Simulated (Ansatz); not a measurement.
# AlAsH₇N (built from SMILES [AsH3].[NH2][AlH2]): search for a transition state

Wanted: the transition state of a four-centre ligand exchange (form Al1–As6, N2–H5 and break Al1–N2, H5–As6). The guess is relaxed with those distances held, a saddle search follows, and vibrations and two downhill relaxations check it.

Computed with Ansatz 0.2.0, Gaussian basis. Level: PBE0-D4, def2-SVP first, then def2-TZVP.

152 further runs of the same task are left out: 152 set aside as unsound or not needed. Runs told in other sessions of the task aren't counted.

## Step 1: The system as given

The guess: 10 atoms, charge 0, spin multiplicity 1.

Atoms are counted from 1 here; the program's logs count them from 0.

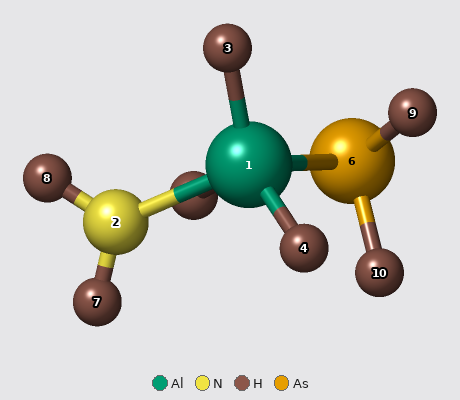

Start geometry, drawn with aluminium teal, nitrogen yellow, hydrogen brown, arsenic amber; atoms are numbered from 1 in the order of the file.

Coordinates:

```
Al   -0.1934   -0.5011    0.6327
N     1.3478    0.6444    0.4223
H     0.2856   -1.9512    0.9542
H    -1.2483    0.1376    1.5887
H     0.6573    0.3498   -0.6676
As   -0.9981   -0.2665   -1.7962
H     1.3641    1.6532    0.5410
H     2.3074    0.3211    0.3432
H    -1.7888   -1.2448   -0.9366
H    -1.7336    0.8575   -1.0818
```

Distances that are to change: Al1–As6 2.57 Å, N2–H5 1.32 Å, Al1–N2 1.93 Å, H5–As6 2.10 Å.

## Step 2: Relaxing the guess with the reacting distances held

File hold/in.yaml:

```yaml
crystal:
  periodic: [false, false, false]
  atoms:
    - {symbol: Al, position_ang: [-0.193400, -0.501100, 0.632700]}
    - {symbol: N, position_ang: [1.347800, 0.644400, 0.422300]}
    - {symbol: H, position_ang: [0.285600, -1.951200, 0.954200]}
    - {symbol: H, position_ang: [-1.248300, 0.137600, 1.588700]}
    - {symbol: H, position_ang: [0.657300, 0.349800, -0.667600]}
    - {symbol: As, position_ang: [-0.998100, -0.266500, -1.796200]}
    - {symbol: H, position_ang: [1.364100, 1.653200, 0.541000]}
    - {symbol: H, position_ang: [2.307400, 0.321100, 0.343200]}
    - {symbol: H, position_ang: [-1.788800, -1.244800, -0.936600]}
    - {symbol: H, position_ang: [-1.733600, 0.857500, -1.081800]}
basis:
  gaussian: {orbitals: def2-SVP}
hamiltonian: {xc: pbe0, dispersion: d4}
relax: {f_tol: 0.04, max_steps: 150, escape_saddle: false, constraints: [{distance: [0, 5]}, {distance: [1, 4]}, {distance: [0, 1]}, {distance: [4, 5]}]}
```

The run is started by

```sh
ansatz run in.yaml --threads 4 --pin off --events-out ev --progress --plain --max-ram 9574MiB
```

The program printed:

```text
Functional definition: PBE0
  name "PBE0"
  cite "Adamo & Barone, J. Chem. Phys. 110, 6158 (1999) doi:10.1063/1.478522"
  cite "Perdew, Burke & Ernzerhof, Phys. Rev. Lett. 77, 3865 (1996) doi:10.1103/PhysRevLett.77.3865"
  parent pbe
  parameter a = 0.25
  parameter kappa = 0.804
  parameter beta = 0.06672455060314922
  exchange = (1 - a)*pbe_x(kappa = kappa, mu = beta*pi^2/3) + a*exact_x
  correlation = pbe_c(beta = beta)
1051 factors; integrals over basis functions are off by at most 5.0e-4 eV
mean field evaluation 1: about -69014.3591 eV, gradient 4.5e1 eV
mean field evaluation 2: about -69008.6452 eV, gradient 6.5e1 eV
mean field evaluation 4: about -69018.5619 eV, gradient 1.9e0 eV
mean field evaluation 8: about -69018.5801 eV, gradient 5.6e-2 eV
mean field evaluation 16: about -69018.5801 eV, gradient 7.5e-6 eV
mean field -69018.58007132 eV, -2536.3860351472 hartree, gradient 7.5e-6 eV, S^2 0.000000; 0 other end points of the search recorded, 0 dependent functions left out
the calculation of the forces begins
reference -69018.58009926 eV, -2536.3860361738 hartree; 30, 30 occupied and 69, 69 virtual orbitals, 1051 factors
relax step   1: F+E_penalty+E_count = -69018.74734061 eV  Δ(F+E_penalty+E_count) = +0.000e0 eV  max|allowed force component| = 8.560e-1 eV/Å  Δτ_max = 0.0000 Å  (25 SCF iters, accepted)
  distance Al 0 - As 5 held at 2.569462 Å   reaction = -5.7779e-1 eV/Å
  distance N 1 - H 4 held at 1.323428 Å   reaction = +2.1947e0 eV/Å
  distance Al 0 - N 1 held at 1.931770 Å   reaction = -6.2200e-1 eV/Å
  distance H 4 - As 5 held at 2.096166 Å   reaction = +3.4456e-1 eV/Å
these checks for a lower state are left out or cut short: starts, cluster_reference, orbital_swaps, neighbouring_geometries, increment
1051 factors; integrals over basis functions are off by at most 5.0e-4 eV
mean field -69018.77586964 eV, -2536.3932306027 hartree, gradient 1.4e-5 eV, S^2 0.000000; 0 other end points of the search recorded, 0 dependent functions left out
the calculation of the forces begins
reference -69018.77589748 eV, -2536.3932316260 hartree; 30, 30 occupied and 69, 69 virtual orbitals, 1051 factors
relax step   2: F+E_penalty+E_count = -69018.94303700 eV  Δ(F+E_penalty+E_count) = -1.957e-1 eV  max|allowed force component| = 3.504e-1 eV/Å  Δτ_max = 0.1945 Å  (27 SCF iters, accepted)
  distance Al 0 - As 5 held at 2.569462 Å   reaction = -3.2558e-1 eV/Å
  distance N 1 - H 4 held at 1.323428 Å   reaction = +2.4870e0 eV/Å
  distance Al 0 - N 1 held at 1.931770 Å   reaction = -7.0337e-1 eV/Å
  distance H 4 - As 5 held at 2.096166 Å   reaction = -1.9192e-2 eV/Å
these checks for a lower state are left out or cut short: starts, cluster_reference, orbital_swaps, neighbouring_geometries, increment
1051 factors; integrals over basis functions are off by at most 5.1e-4 eV
mean field -69018.81995279 eV, -2536.3948506285 hartree, gradient 7.1e-5 eV, S^2 0.000000; 0 other end points of the search recorded, 0 dependent functions left out
the calculation of the forces begins
reference -69018.81998060 eV, -2536.3948516504 hartree; 30, 30 occupied and 69, 69 virtual orbitals, 1051 factors
relax step   3: F+E_penalty+E_count = -69018.98722743 eV  Δ(F+E_penalty+E_count) = -4.419e-2 eV  max|allowed force component| = 2.118e-1 eV/Å  Δτ_max = 0.1032 Å  (25 SCF iters, accepted)
  distance Al 0 - As 5 held at 2.569462 Å   reaction = -1.7777e-1 eV/Å
  distance N 1 - H 4 held at 1.323428 Å   reaction = +2.7281e0 eV/Å
  distance Al 0 - N 1 held at 1.931770 Å   reaction = -7.9711e-1 eV/Å
  distance H 4 - As 5 held at 2.096166 Å   reaction = -1.3771e-1 eV/Å
these checks for a lower state are left out or cut short: starts, cluster_reference, orbital_swaps, neighbouring_geometries, increment
1051 factors; integrals over basis functions are off by at most 4.8e-4 eV
mean field evaluation 32: about -69018.8083 eV, gradient 4.0e-4 eV
mean field -69018.80826378 eV, -2536.3944210654 hartree, gradient 2.5e-5 eV, S^2 0.000000; 0 other end points of the search recorded, 0 dependent functions left out
the calculation of the forces begins
reference -69018.80829173 eV, -2536.3944220926 hartree; 30, 30 occupied and 69, 69 virtual orbitals, 1051 factors
relax step   4: F+E_penalty+E_count = -69018.97422648 eV  Δ(F+E_penalty+E_count) = +1.300e-2 eV  max|allowed force component| = 3.930e-1 eV/Å  Δτ_max = 0.1935 Å  (27 SCF iters, rejected (line search))
  distance Al 0 - As 5 held at 2.569462 Å   reaction = -3.1808e-1 eV/Å
  distance N 1 - H 4 held at 1.323428 Å   reaction = +3.3255e0 eV/Å
  distance Al 0 - N 1 held at 1.931770 Å   reaction = -6.4720e-1 eV/Å
  distance H 4 - As 5 held at 2.096166 Å   reaction = -1.3375e-1 eV/Å
these checks for a lower state are left out or cut short: starts, cluster_reference, orbital_swaps, neighbouring_geometries, increment
1051 factors; integrals over basis functions are off by at most 4.9e-4 eV
mean field -69018.84271888 eV, -2536.3956872671 hartree, gradient 6.1e-5 eV, S^2 0.000000; 0 other end points of the search recorded, 0 dependent functions left out
the calculation of the forces begins
reference -69018.84274673 eV, -2536.3956882903 hartree; 30, 30 occupied and 69, 69 virtual orbitals, 1051 factors
relax step   5: F+E_penalty+E_count = -69019.00932914 eV  Δ(F+E_penalty+E_count) = -2.210e-2 eV  max|allowed force component| = 1.309e-1 eV/Å  Δτ_max = 0.0949 Å  (24 SCF iters, accepted)
  distance Al 0 - As 5 held at 2.569462 Å   reaction = -1.7817e-1 eV/Å
  distance N 1 - H 4 held at 1.323428 Å   reaction = +2.9955e0 eV/Å
  distance Al 0 - N 1 held at 1.931770 Å   reaction = -7.4294e-1 eV/Å
  distance H 4 - As 5 held at 2.096166 Å   reaction = -1.5807e-1 eV/Å
these checks for a lower state are left out or cut short: starts, cluster_reference, orbital_swaps, neighbouring_geometries, increment
1051 factors; integrals over basis functions are off by at most 4.9e-4 eV
mean field -69018.85639918 eV, -2536.3961900086 hartree, gradient 6.3e-5 eV, S^2 0.000000; 0 other end points of the search recorded, 0 dependent functions left out
the calculation of the forces begins
reference -69018.85642704 eV, -2536.3961910325 hartree; 30, 30 occupied and 69, 69 virtual orbitals, 1051 factors
relax step   6: F+E_penalty+E_count = -69019.02284554 eV  Δ(F+E_penalty+E_count) = -1.352e-2 eV  max|allowed force component| = 1.244e-1 eV/Å  Δτ_max = 0.1000 Å  (25 SCF iters, accepted)
  distance Al 0 - As 5 held at 2.569462 Å   reaction = -1.1512e-1 eV/Å
  distance N 1 - H 4 held at 1.323428 Å   reaction = +3.1517e0 eV/Å
  distance Al 0 - N 1 held at 1.931770 Å   reaction = -7.6258e-1 eV/Å
  distance H 4 - As 5 held at 2.096166 Å   reaction = -1.6818e-1 eV/Å
these checks for a lower state are left out or cut short: starts, cluster_reference, orbital_swaps, neighbouring_geometries, increment
1051 factors; integrals over basis functions are off by at most 5.0e-4 eV
mean field -69018.87754453 eV, -2536.3969670861 hartree, gradient 1.2e-5 eV, S^2 0.000000; 0 other end points of the search recorded, 0 dependent functions left out
the calculation of the forces begins
reference -69018.87757235 eV, -2536.3969681083 hartree; 30, 30 occupied and 69, 69 virtual orbitals, 1051 factors
relax step   7: F+E_penalty+E_count = -69019.04326321 eV  Δ(F+E_penalty+E_count) = -2.042e-2 eV  max|allowed force component| = 1.760e-1 eV/Å  Δτ_max = 0.1462 Å  (26 SCF iters, accepted)
  distance Al 0 - As 5 held at 2.569462 Å   reaction = +5.2873e-3 eV/Å
  distance N 1 - H 4 held at 1.323428 Å   reaction = +3.3112e0 eV/Å
  distance Al 0 - N 1 held at 1.931770 Å   reaction = -8.2056e-1 eV/Å
  distance H 4 - As 5 held at 2.096166 Å   reaction = -2.6701e-1 eV/Å
these checks for a lower state are left out or cut short: starts, cluster_reference, orbital_swaps, neighbouring_geometries, increment
1051 factors; integrals over basis functions are off by at most 5.0e-4 eV
mean field -69018.90350259 eV, -2536.3979210271 hartree, gradient 8.0e-6 eV, S^2 0.000000; 0 other end points of the search recorded, 0 dependent functions left out
the calculation of the forces begins
reference -69018.90353050 eV, -2536.3979220529 hartree; 30, 30 occupied and 69, 69 virtual orbitals, 1051 factors
relax step   8: F+E_penalty+E_count = -69019.06833694 eV  Δ(F+E_penalty+E_count) = -2.507e-2 eV  max|allowed force component| = 4.946e-1 eV/Å  Δτ_max = 0.1976 Å  (27 SCF iters, accepted)
  distance Al 0 - As 5 held at 2.569462 Å   reaction = +1.7805e-1 eV/Å
  distance N 1 - H 4 held at 1.323428 Å   reaction = +3.4585e0 eV/Å
  distance Al 0 - N 1 held at 1.931770 Å   reaction = -9.2405e-1 eV/Å
  distance H 4 - As 5 held at 2.096166 Å   reaction = -4.3484e-1 eV/Å
these checks for a lower state are left out or cut short: starts, cluster_reference, orbital_swaps, neighbouring_geometries, increment
1051 factors; integrals over basis functions are off by at most 5.1e-4 eV
mean field evaluation 64: about -69018.9229 eV, gradient 1.2e-3 eV
mean field -69018.92289256 eV, -2536.3986335952 hartree, gradient 1.7e-5 eV, S^2 0.000000; 0 other end points of the search recorded, 0 dependent functions left out
the calculation of the forces begins
reference -69018.92292057 eV, -2536.3986346247 hartree; 30, 30 occupied and 69, 69 virtual orbitals, 1051 factors
relax step   9: F+E_penalty+E_count = -69019.08686523 eV  Δ(F+E_penalty+E_count) = -1.853e-2 eV  max|allowed force component| = 8.174e-1 eV/Å  Δτ_max = 0.1954 Å  (26 SCF iters, accepted)
  distance Al 0 - As 5 held at 2.569462 Å   reaction = +3.8446e-1 eV/Å
  distance N 1 - H 4 held at 1.323428 Å   reaction = +3.4650e0 eV/Å
  distance Al 0 - N 1 held at 1.931770 Å   reaction = -9.7195e-1 eV/Å
  distance H 4 - As 5 held at 2.096166 Å   reaction = -7.6027e-1 eV/Å
these checks for a lower state are left out or cut short: starts, cluster_reference, orbital_swaps, neighbouring_geometries, increment
1051 factors; integrals over basis functions are off by at most 5.0e-4 eV
mean field -69019.00662249 eV, -2536.4017106137 hartree, gradient 6.5e-6 eV, S^2 0.000000; 0 other end points of the search recorded, 0 dependent functions left out
the calculation of the forces begins
reference -69019.00665079 eV, -2536.4017116536 hartree; 30, 30 occupied and 69, 69 virtual orbitals, 1051 factors
relax step  10: F+E_penalty+E_count = -69019.17032778 eV  Δ(F+E_penalty+E_count) = -8.346e-2 eV  max|allowed force component| = 2.266e-1 eV/Å  Δτ_max = 0.2000 Å  (27 SCF iters, accepted)
  distance Al 0 - As 5 held at 2.569462 Å   reaction = +4.3689e-1 eV/Å
  distance N 1 - H 4 held at 1.323428 Å   reaction = +3.4413e0 eV/Å
  distance Al 0 - N 1 held at 1.931770 Å   reaction = -9.6512e-1 eV/Å
  distance H 4 - As 5 held at 2.096166 Å   reaction = -2.3346e-1 eV/Å
these checks for a lower state are left out or cut short: starts, cluster_reference, orbital_swaps, neighbouring_geometries, increment
1051 factors; integrals over basis functions are off by at most 4.8e-4 eV
mean field -69019.02447374 eV, -2536.4023666347 hartree, gradient 1.1e-5 eV, S^2 0.000000; 0 other end points of the search recorded, 0 dependent functions left out
the calculation of the forces begins
reference -69019.02450227 eV, -2536.4023676835 hartree; 30, 30 occupied and 69, 69 virtual orbitals, 1051 factors
relax step  11: F+E_penalty+E_count = -69019.18798021 eV  Δ(F+E_penalty+E_count) = -1.765e-2 eV  max|allowed force component| = 1.439e-1 eV/Å  Δτ_max = 0.1998 Å  (26 SCF iters, accepted)
  distance Al 0 - As 5 held at 2.569462 Å   reaction = +4.1741e-1 eV/Å
  distance N 1 - H 4 held at 1.323428 Å   reaction = +3.3048e0 eV/Å
  distance Al 0 - N 1 held at 1.931770 Å   reaction = -9.1863e-1 eV/Å
  distance H 4 - As 5 held at 2.096166 Å   reaction = -5.2834e-2 eV/Å
these checks for a lower state are left out or cut short: starts, cluster_reference, orbital_swaps, neighbouring_geometries, increment
1051 factors; integrals over basis functions are off by at most 4.9e-4 eV
mean field -69019.03013869 eV, -2536.4025748181 hartree, gradient 3.7e-5 eV, S^2 0.000000; 0 other end points of the search recorded, 0 dependent functions left out
the calculation of the forces begins
reference -69019.03016717 eV, -2536.4025758647 hartree; 30, 30 occupied and 69, 69 virtual orbitals, 1051 factors
relax step  12: F+E_penalty+E_count = -69019.19348810 eV  Δ(F+E_penalty+E_count) = -5.508e-3 eV  max|allowed force component| = 8.285e-2 eV/Å  Δτ_max = 0.0426 Å  (24 SCF iters, accepted)
  distance Al 0 - As 5 held at 2.569462 Å   reaction = +4.4067e-1 eV/Å
  distance N 1 - H 4 held at 1.323428 Å   reaction = +3.3248e0 eV/Å
  distance Al 0 - N 1 held at 1.931770 Å   reaction = -9.1985e-1 eV/Å
  distance H 4 - As 5 held at 2.096166 Å   reaction = -6.3070e-2 eV/Å
these checks for a lower state are left out or cut short: starts, cluster_reference, orbital_swaps, neighbouring_geometries, increment
1051 factors; integrals over basis functions are off by at most 4.9e-4 eV
mean field -69019.03305702 eV, -2536.4026820647 hartree, gradient 3.9e-5 eV, S^2 0.000000; 0 other end points of the search recorded, 0 dependent functions left out
the calculation of the forces begins
reference -69019.03308551 eV, -2536.4026831116 hartree; 30, 30 occupied and 69, 69 virtual orbitals, 1051 factors
relax step  13: F+E_penalty+E_count = -69019.19639144 eV  Δ(F+E_penalty+E_count) = -2.903e-3 eV  max|allowed force component| = 5.974e-2 eV/Å  Δτ_max = 0.0625 Å  (23 SCF iters, accepted)
  distance Al 0 - As 5 held at 2.569462 Å   reaction = +4.2913e-1 eV/Å
  distance N 1 - H 4 held at 1.323428 Å   reaction = +3.3071e0 eV/Å
  distance Al 0 - N 1 held at 1.931770 Å   reaction = -9.7129e-1 eV/Å
  distance H 4 - As 5 held at 2.096166 Å   reaction = -8.1660e-2 eV/Å
these checks for a lower state are left out or cut short: starts, cluster_reference, orbital_swaps, neighbouring_geometries, increment
1051 factors; integrals over basis functions are off by at most 4.8e-4 eV
mean field -69019.03398414 eV, -2536.4027161356 hartree, gradient 4.5e-5 eV, S^2 0.000000; 0 other end points of the search recorded, 0 dependent functions left out
the calculation of the forces begins
reference -69019.03401261 eV, -2536.4027171819 hartree; 30, 30 occupied and 69, 69 virtual orbitals, 1051 factors
relax step  14: F+E_penalty+E_count = -69019.19733010 eV  Δ(F+E_penalty+E_count) = -9.387e-4 eV  max|allowed force component| = 1.685e-1 eV/Å  Δτ_max = 0.0586 Å  (23 SCF iters, accepted)
  distance Al 0 - As 5 held at 2.569462 Å   reaction = +4.0862e-1 eV/Å
  distance N 1 - H 4 held at 1.323428 Å   reaction = +3.4093e0 eV/Å
  distance Al 0 - N 1 held at 1.931770 Å   reaction = -9.3018e-1 eV/Å
  distance H 4 - As 5 held at 2.096166 Å   reaction = -2.4421e-2 eV/Å
these checks for a lower state are left out or cut short: starts, cluster_reference, orbital_swaps, neighbouring_geometries, increment
1051 factors; integrals over basis functions are off by at most 4.9e-4 eV
mean field evaluation 96: about -69019.0222 eV, gradient 9.2e-1 eV
mean field -69019.03513323 eV, -2536.4027583639 hartree, gradient 3.5e-5 eV, S^2 0.000000; 0 other end points of the search recorded, 0 dependent functions left out
the calculation of the forces begins
reference -69019.03516171 eV, -2536.4027594107 hartree; 30, 30 occupied and 69, 69 virtual orbitals, 1051 factors
relax step  15: F+E_penalty+E_count = -69019.19844427 eV  Δ(F+E_penalty+E_count) = -1.114e-3 eV  max|allowed force component| = 5.119e-2 eV/Å  Δτ_max = 0.0177 Å  (24 SCF iters, accepted)
  distance Al 0 - As 5 held at 2.569462 Å   reaction = +4.1109e-1 eV/Å
  distance N 1 - H 4 held at 1.323428 Å   reaction = +3.3387e0 eV/Å
  distance Al 0 - N 1 held at 1.931770 Å   reaction = -9.7654e-1 eV/Å
  distance H 4 - As 5 held at 2.096166 Å   reaction = -6.5077e-2 eV/Å
these checks for a lower state are left out or cut short: starts, cluster_reference, orbital_swaps, neighbouring_geometries, increment
1051 factors; integrals over basis functions are off by at most 4.8e-4 eV
mean field -69019.03589559 eV, -2536.4027863803 hartree, gradient 3.7e-5 eV, S^2 0.000000; 0 other end points of the search recorded, 0 dependent functions left out
the calculation of the forces begins
reference -69019.03592406 eV, -2536.4027874265 hartree; 30, 30 occupied and 69, 69 virtual orbitals, 1051 factors
relax step  16: F+E_penalty+E_count = -69019.19921426 eV  Δ(F+E_penalty+E_count) = -7.700e-4 eV  max|allowed force component| = 3.364e-3 eV/Å  Δτ_max = 0.0268 Å  (24 SCF iters, accepted)
  distance Al 0 - As 5 held at 2.569462 Å   reaction = +4.2083e-1 eV/Å
  distance N 1 - H 4 held at 1.323428 Å   reaction = +3.3597e0 eV/Å
  distance Al 0 - N 1 held at 1.931770 Å   reaction = -9.6214e-1 eV/Å
  distance H 4 - As 5 held at 2.096166 Å   reaction = -3.9737e-2 eV/Å
1051 factors; integrals over basis functions are off by at most 4.8e-4 eV
mean field -69019.03589559 eV, -2536.4027863803 hartree, gradient 3.7e-5 eV, S^2 0.000000; 1 other end points of the search recorded, 0 dependent functions left out
the calculation of the forces begins
reference -69019.03592406 eV, -2536.4027874265 hartree; 30, 30 occupied and 69, 69 virtual orbitals, 1051 factors
Total energy: -69019.19924273 eV, -2536.4087892767 hartree
Atom 0 at    -0.199419    -0.421902     1.002743 Å, force    -0.909958    -0.421845    -0.054460 eV/Å
Atom 1 at     1.334606     0.536576     0.324641 Å, force    -0.580676     0.740409    -3.404886 eV/Å
Atom 2 at     0.279743    -1.915102     1.302486 Å, force     0.000319    -0.001599     0.001890 eV/Å
Atom 3 at    -0.890963     0.508967     2.099815 Å, force    -0.001153     0.001551     0.001479 eV/Å
Atom 4 at     0.804456     0.639328    -0.883599 Å, force     1.379219    -0.246543     3.078469 eV/Å
Atom 5 at    -1.095325    -0.092460    -1.382829 Å, force     0.108636    -0.067379     0.380699 eV/Å
Atom 6 at     1.518930     1.484807     0.655872 Å, force     0.001503     0.000035     0.001132 eV/Å
Atom 7 at     2.229181     0.053650     0.228961 Å, force     0.000286    -0.003364    -0.002264 eV/Å
Atom 8 at    -1.547213    -1.402586    -1.984915 Å, force     0.001981     0.000776    -0.001822 eV/Å
Atom 9 at    -2.433997     0.608722    -1.363275 Å, force    -0.000157    -0.002042    -0.000237 eV/Å
Dipole moment:     0.679426     0.379559    -0.142082 e Å
```

Wall time 56 s (4 threads of Intel Xeon at 2.50GHz, shared host).

The steps of the relaxation: (the energy doesn't fall at every step)

| step | energy from step 1 (eV) | largest force component (eV/Å) |
| --- | --- | --- |
| 1 | 0.0000 | 0.8560 |
| 2 | -0.1957 | 0.3504 |
| 3 | -0.2399 | 0.2118 |
| 4 | -0.2269 | 0.3930 |
| 5 | -0.2620 | 0.1309 |
| 6 | -0.2755 | 0.1244 |
| 7 | -0.2959 | 0.1760 |
| 8 | -0.3210 | 0.4946 |
| 9 | -0.3395 | 0.8174 |
| 10 | -0.4230 | 0.2266 |
| 11 | -0.4406 | 0.1439 |
| 12 | -0.4461 | 0.0829 |
| 13 | -0.4491 | 0.0597 |
| 14 | -0.4500 | 0.1685 |
| 15 | -0.4511 | 0.0512 |
| 16 | -0.4519 | 0.0034 |

Distances of close pairs at the start and the end, largest changes first:

| bond | before (Å) | after (Å) | change (Å) |
| --- | --- | --- | --- |
| Al1–H5 | 1.772 | 2.386 | +0.614 |
| Al1–H4 | 1.560 | 1.596 | +0.036 |
| Al1–H3 | 1.561 | 1.597 | +0.036 |
| As6–H9 | 1.524 | 1.511 | -0.013 |
| As6–H10 | 1.521 | 1.511 | -0.010 |
| N2–H8 | 1.016 | 1.021 | +0.005 |
| N2–H7 | 1.016 | 1.021 | +0.005 |
| Al1–As6 | 2.569 | 2.569 | +0.000 |

(Part 1 of 2 ends here.)
